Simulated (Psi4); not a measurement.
# C3H5F (allyl fluoride): HF/3-21G

Aim: the vertical ionisation energy of C3H5F (allyl fluoride) at HF/3-21G, from 2 runs. 

The calculation is run with Psi4 1.11.

1 further run of the same task is left out (set aside as unsound or not needed).

## 1. The system as given

The species is C3H5F (9 atoms), meant as a singlet with charge 0. As SMILES, `C=CCF`. The coordinates come from a PBE0-D4/def2-TZVP relaxation. This is one conformer, not always the lowest.

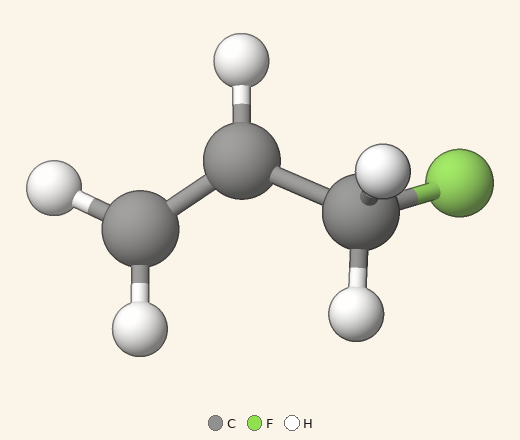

The structure, seen from a chosen angle (carbon grey, fluorine green, hydrogen white).

## 2. A single-point energy at HF/3-21G

The input, calc.in:

```
memory 1.6 GB

molecule molecule1 {
  0 1
  C
  C 1 R2
  C 2 R3 1 A3
  F 3 R4 2 A4 1 D4
  H 1 R5 2 A5 3 D5
  H 1 R6 5 A6 2 D6
  H 2 R7 1 A7 5 D7
  H 3 R8 4 A8 2 D8
  H 3 R9 8 A9 4 D9

  R2 = 1.324191
  R3 = 1.48608
  A3 = 123.55492
  R4 = 1.387265
  A4 = 110.3456
  D4 = 126.14046
  R5 = 1.08355
  A5 = 121.72294
  D5 = 177.89256
  R6 = 1.085759
  A6 = 116.94543
  D6 = 179.63325
  R7 = 1.087109
  A7 = 120.55705
  D7 = -0.9041
  R8 = 1.095791
  A8 = 106.90686
  D8 = -120.88558
  R9 = 1.093755
  A9 = 108.98446
  D9 = 116.71624
  units angstrom
  symmetry c1
}

set globals {
  basis 3-21G
  puream true
  e_convergence 1e-09
  d_convergence 1e-08
  scf_type pk
}

e_tot, wfn = energy("scf", return_wfn=True)
oeprop(wfn, "WIBERG_LOWDIN_INDICES", "DIPOLE", "LOWDIN_CHARGES", title="SCF")
print_variables()
```

Started as:

```bash
psi4 -i calc.in -o calc.out -n 1
```

calc.out:

```text
[...]
  Running in c1 symmetry.
[...]
  Nuclear repulsion =  114.580614677986730
[...]
  Multiplicity = 1
[...]
  Nalpha       = 16
  Nbeta        = 16
[...]
    Number of basis functions: 46
[...]
   @RHF iter   1:  -214.68572542535188   -8.33806e-01   6.34315e-03 DIIS/ADIIS
[...]
   @RHF iter  12:  -214.73436600049587   -7.67386e-13   2.31674e-09 DIIS
[...]
    Orbital Energies [Eh]
    ---------------------
    Doubly Occupied:
       1A    -26.122436     2A    -11.254846     3A    -11.187658
       4A    -11.185140     5A     -1.559809     6A     -1.084416
       7A     -0.936810     8A     -0.784723     9A     -0.697166
      10A     -0.665800    11A     -0.657662    12A     -0.607938
      13A     -0.561693    14A     -0.508473    15A     -0.490540
      16A     -0.386484
[...]
  @RHF Final Energy:  -214.73436600049587
   => Energetics <=
    Nuclear Repulsion Energy =            114.5806146779867305
    One-Electron Energy =                -521.2467724727523546
    Two-Electron Energy =                 191.9317917942697704
    Total Energy =                       -214.7343660004958679
[...]
 Multipole Moments:
 ------------------------------------------------------------------------------------
     Multipole            Electronic (a.u.)      Nuclear  (a.u.)        Total (a.u.)
 ------------------------------------------------------------------------------------
 L = 1.  Multiply by 2.5417464519 to convert [e a0] to [Debye]
 Dipole X            :          2.3091578           -2.9708232           -0.6616654
 Dipole Y            :         -1.2519567            1.3094497            0.0574930
 Dipole Z            :          4.1128627           -4.7244044           -0.6115417
 Magnitude           :                                                    0.9028232
[...]
```

Wall time 1.5 s (1 thread of Intel Xeon Platinum 8375C at 2.90GHz (Ice Lake), shared host); peak memory 0.19 GiB.

## 3. The doublet cation: energy and gradient at UHF/3-21G

The input, calc.dat:

```
memory 1.6 GB

molecule system {
  1 2
  C     -1.09226170     2.12121757    -1.14895348
  C      0.66612846     0.40704701    -0.66782921
  C      0.37889009    -1.61155844     1.26328191
  F      0.81352710    -3.96502335     0.19331898
  H     -0.79840929     3.60786512    -2.52599691
  H     -2.89449351     2.10515490    -0.16837460
  H      2.45626602     0.43595982    -1.67524221
  H      1.75706735    -1.38101185     2.79150343
  H     -1.52463104    -1.61061358     2.06868319
  units bohr
  symmetry c1
  no_reorient
  no_com
}

set basis 3-21G
set reference uhf
set puream true
set e_convergence 1e-09
set d_convergence 1e-08
set scf_type pk
set maxiter 200

E, wfn = gradient('hf', return_wfn=True)
oeprop(wfn, 'MAYER_INDICES', 'QUADRUPOLE', 'WIBERG_LOWDIN_INDICES')
print_variables()
```

Started as:

```bash
psi4 -i calc.dat -o calc.out -n 1
```

calc.out, shortened:

```text
[...]
  Running in c1 symmetry.
[...]
  Nuclear repulsion =  114.580608380919884
[...]
  Multiplicity = 2
[...]
  Nalpha       = 16
  Nbeta        = 15
[...]
    Number of basis functions: 46
[...]
   @UHF iter   1:  -214.29973239097120   -4.47814e-01   6.28537e-03 DIIS/ADIIS
[...]
   @UHF iter  18:  -214.39238572958851   -1.36424e-12   5.01508e-09 DIIS
[...]
   @S^2 Observed:                7.541819885E-01
[...]
    Orbital Energies [Eh]
    ---------------------
    Alpha Occupied:
       1A    -26.342449     2A    -11.534063     3A    -11.527930
       4A    -11.484837     5A     -1.773719     6A     -1.428930
       7A     -1.211471     8A     -1.072190     9A     -0.971191
      10A     -0.930413    11A     -0.896826    12A     -0.855784
      13A     -0.830997    14A     -0.757350    15A     -0.744927
      16A     -0.712031
    Alpha Virtual:
      17A     -0.169741    18A      0.037988    19A      0.049899
      20A      0.091931    21A      0.119187    22A      0.131348
      23A      0.180902    24A      0.247197    25A      0.312439
[...]
  @UHF Final Energy:  -214.39238572958851
   => Energetics <=
    Nuclear Repulsion Energy =            114.5806083809198839
    One-Electron Energy =                -512.7337487986832230
    Two-Electron Energy =                 183.7607546881748135
    Total Energy =                       -214.3923857295885114
  UHF NO Occupations:
  HONO-2 :   14  A 1.9994957
  HONO-1 :   15  A 1.9992921
[...]
  -Total Gradient:
     Atom            X                  Y                   Z
    ------   -----------------  -----------------  -----------------
       1        0.068022587160    -0.070555817724     0.017259807708
       2       -0.078486469788     0.060766521175    -0.009965356293
       3        0.015320244424     0.012275283452    -0.027536585679
       4       -0.005439304499     0.000297510960     0.010631904494
       5        0.001683089502     0.004799141096    -0.004306093345
       6       -0.005677192405    -0.000840947182     0.004508224784
       7        0.008579525194     0.002396346623     0.000171334041
       8        0.005719679807    -0.007927547401     0.006489448969
       9       -0.009722159395    -0.001210490998     0.002747315321
[...]
 Multipole Moments:
 ------------------------------------------------------------------------------------
[...]
```

Wall time 1.8 s (1 thread of Intel Xeon Platinum 8375C at 2.90GHz (Ice Lake), shared host); peak memory 0.19 GiB.

## 4. What came out

At HF/3-21G:

| quantity | value |
| --- | --- |
| singlet C3H5F: total energy | -214.73437 Eh |
| singlet C3H5F: dipole moment | 2.29 D |
| singlet C3H5F: HOMO energy | -10.52 eV |
| singlet C3H5F: LUMO energy | 4.43 eV |
| singlet C3H5F: HOMO–LUMO gap | 14.95 eV |
| doublet cation: total energy | -214.39239 Eh |
| doublet cation: HOMO energy (highest over α and β) | -19.38 eV |
| doublet cation: LUMO energy (lowest over α and β) | -8.14 eV |
| doublet cation: ⟨S²⟩ | 0.754 |
| doublet cation: largest force on an atom | 5.130 eV/Å |
| vertical ionisation energy (to the doublet cation) | 9.306 eV |

In words: The vertical ionisation energy comes to 9.31 eV (215 kcal/mol). −ε(HOMO) before ionisation, 10.52 eV, is 1.21 eV above this ionisation energy.
